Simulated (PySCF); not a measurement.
## A study: H6NOPSi, SMILES `N[SiH](O)P`

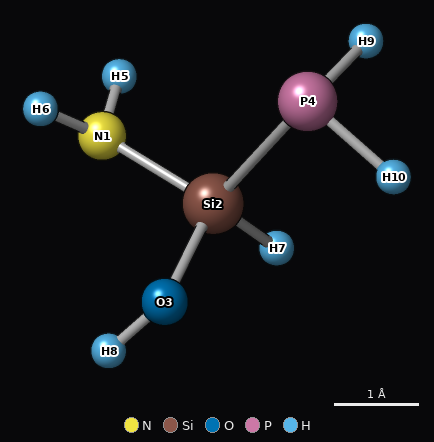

The molecule, with its atoms numbered as below. No frequency check shows the geometry to be a minimum.

Coordinates in Å:

```
N1       1.5123    1.1772   -0.2456
Si2      0.4624   -0.0403    0.3964
O3       0.8537   -1.4667   -0.2742
P4      -1.6863    0.1420   -0.2226
H5       1.4389    2.1077    0.1311
H6       1.5925    1.2359   -1.2496
H7       0.7387   -0.0182    1.8342
H8       1.7680   -1.7331   -0.3243
H9      -1.9776    1.1640    0.6671
H10     -2.1545   -0.8290    0.6431
```

### 1. Bonding charge

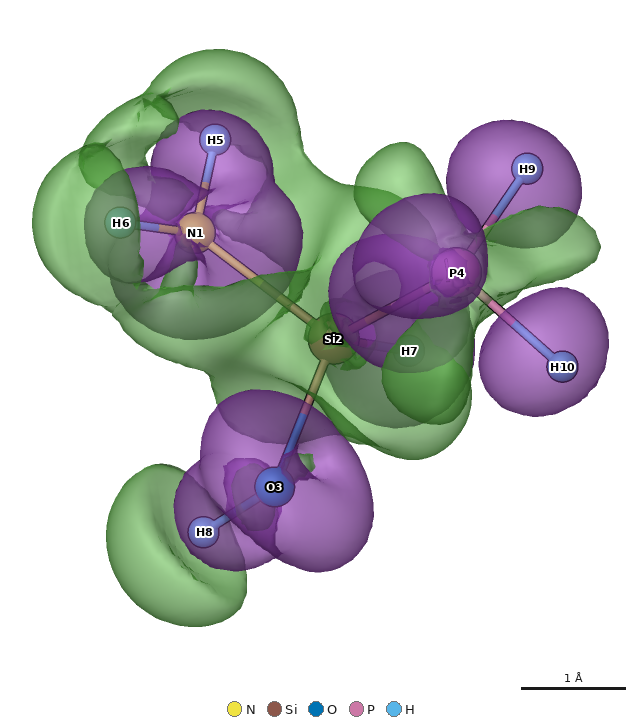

Deformation density (molecule less spherical, spin-averaged free atoms at the same positions), surfaces at ±0.04 e/Å³; purple: gain, green: loss.

Level of theory: TPSS/cc-pVDZ (PySCF), at a geometry from GFN2-xTB.

Describe the bonding that the map shows.

Answer. N1–H5: +0.74 e/Å³ at the bond critical point (bond length 1.01 Å, Mayer order 1.0). N1–H6: +0.74 e/Å³ at the bond critical point (bond length 1.01 Å, Mayer order 1.0). O3–H8: +0.70 e/Å³ at the bond critical point (bond length 0.95 Å, Mayer order 1.0). Si2–H7: +0.16 e/Å³ at the bond critical point (bond length 1.46 Å, Mayer order 0.9). P4–H10: +0.12 e/Å³ at the bond critical point (bond length 1.38 Å, Mayer order 0.9). P4–H9: +0.12 e/Å³ at the bond critical point (bond length 1.39 Å, Mayer order 0.9); up to 0.6 Å beside the axis the gain reaches +0.39 e/Å³. Si2–P4: +0.12 e/Å³ at the bond critical point (bond length 2.24 Å, Mayer order 1.0). N1–Si2: +0.05 e/Å³ at the bond critical point (bond length 1.73 Å, Mayer order 1.2); up to 0.6 Å beside the axis the gain reaches +0.38 e/Å³. Si2–O3: 0.00 e/Å³ at the bond critical point (bond length 1.62 Å, Mayer order 1.3); up to 0.6 Å beside the axis the gain reaches +0.30 e/Å³. In all, 2.1 electrons gather in the regions of gain relative to the promolecule. A small or negative value marks a very polar bond, one between electron-rich atoms, whose free-atom densities already overlap strongly, a long bond to a heavier atom, or a closed-shell contact such as a hydrogen bond.

Where do the Hirshfeld charges lie?

Answer. The highest Hirshfeld charge is on Si2 (+0.36 e), the lowest on N1 (−0.29 e).

| atom | charge (e) |
| --- | --- |
| N1 | −0.29 |
| Si2 | +0.36 |
| O3 | −0.28 |
| P4 | −0.03 |
| H5 | +0.11 |
| H6 | +0.11 |
| H7 | −0.10 |
| H8 | +0.17 |
| H9 | −0.02 |
| H10 | −0.02 |

### 2. Local ionisation energy

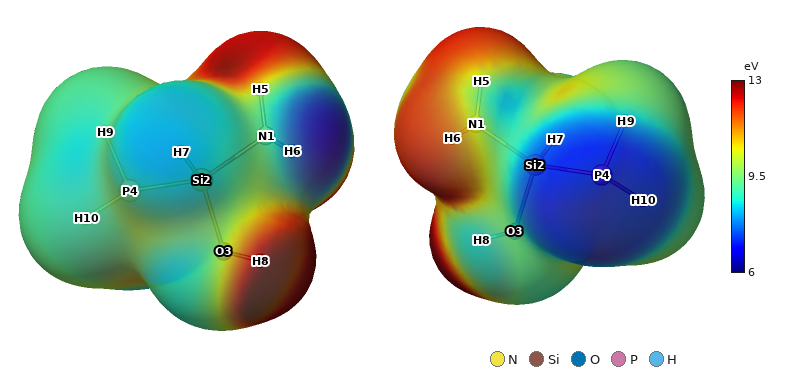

Average local ionisation energy on the surface of electron density 0.001 a.u. (back view left, front view right).

Where are the most loosely bound electrons on this surface?

Answer. The lowest value is 6.4 eV, 2.4 Å from P4. Further minima include 6.9 eV, 1.9 Å from N1; 8.2 eV, 1.5 Å from H7; 8.4 eV, near H5 (1.75 Å), H6 (1.94 Å) and N1 (1.96 Å). For comparison, the highest occupied orbital lies at −5.7 eV.

### 3. Excited states

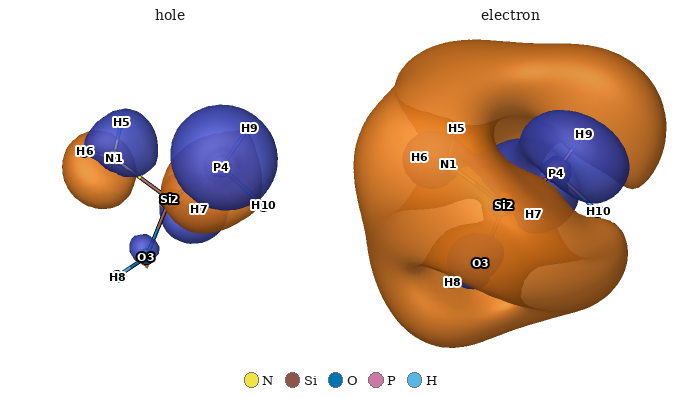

Leading natural transition orbital pair of S₂ (TDA singlet states); the surfaces enclose about 78 % of each orbital's density.

Computed with PySCF, ωB97X/def2-SVPD, geometry: GFN2-xTB.

Give its energy and the atoms that hole and electron lie on.

Answer. 6.91 eV (180 nm), f = 0.006, partly diffuse acceptor orbital; the leading pair carries 86 %; hole on P4 (42 %), N1 (26 %) and Si2 (14 %), electron on P4 (23 %), Si2 (21 %) and H9 (12 %) (atom shares of so diffuse an orbital are rough); their centroids lie 0.4 Å apart. In canonical orbitals it is mainly HOMO → LUMO (64 %). The HOMO–LUMO gap is 11.41 eV.

### 4. Stretching a bond

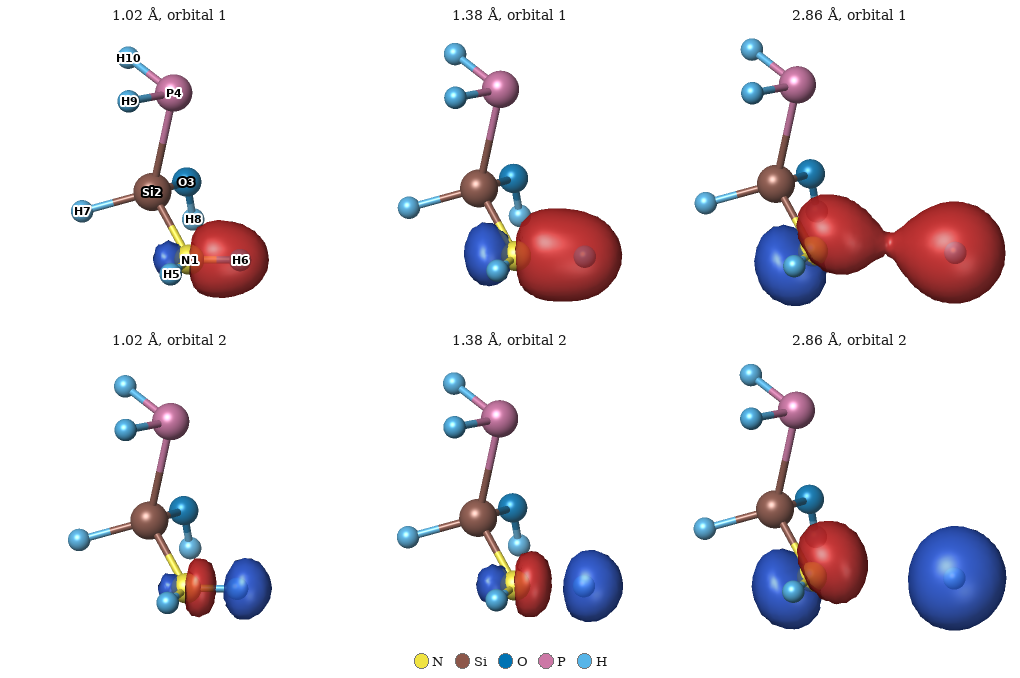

Rigid stretch of the N1–H6 bond. The two CASSCF(2,2) natural orbitals nearest half filling (orbital 1 the more occupied).

Method: 6-31+G* basis; geometry: GFN2-xTB; program: PySCF.

How do the occupations change along the stretch?

Answer. 1.02 Å: 1.98 and 0.02; 1.38 Å: 1.94 and 0.06; 2.86 Å: 1.18 and 0.82. At the longest distance computed (2.86 Å) they are 1.18 and 0.82, and the effective number of unpaired electrons is 1.9.

Where does the UHF solution part from RHF?

Answer. Between 1.38 Å (⟨S²⟩ = 0, the two coincide) and 1.58 Å (⟨S²⟩ = 0.28); at 2.86 Å ⟨S²⟩ is 1.00 and UHF lies 4.3 eV below RHF.

How much energy does the stretch cost?

Answer. By CASSCF, 4.3 eV from the lowest point of the scan (1.02 Å) to 2.86 Å; RHF gives 8.1 eV from its own lowest point. The fragments aren't relaxed and dynamic correlation is missing, so this isn't a bond dissociation energy.

The PySCF runs shown took 14 s, 3.2 min and 110 s on 1 thread of Intel(R) Xeon(R) 6975P-C (Granite Rapids), on a shared host.
